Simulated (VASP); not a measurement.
Band structure of ZnO (wurtzite). These are r2SCAN meta-GGA, VASP's PBE PAW potentials (set 64) (plane waves; VASP 6.6.1) values and carry that method's errors.

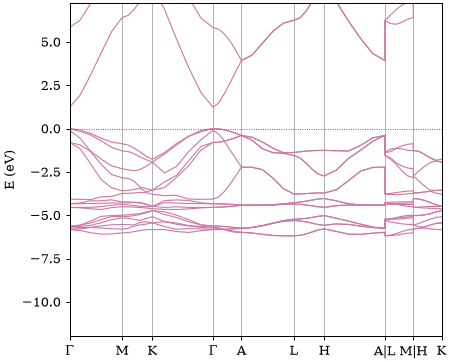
Fig. 1. Bands along high-symmetry lines, zero at the valence-band maximum or, without a gap, the Fermi level

### Question
Read the plot: is there a gap, and where are the band edges?

### Answer
The gap is direct, 1.23 eV, from the valence maximum at Γ to the conduction minimum at Γ.

Measured: gap 3.60 eV (computed value off by -2.37 eV), as given by Wei Chen et al., Physical Review Materials (2018), doi:10.1103/physrevmaterials.2.073803 [zero-point renormalisation of 0.16 eV added back (the table's ZPR column)].

The compound is ZnO in the wurtzite structure. It was relaxed first.
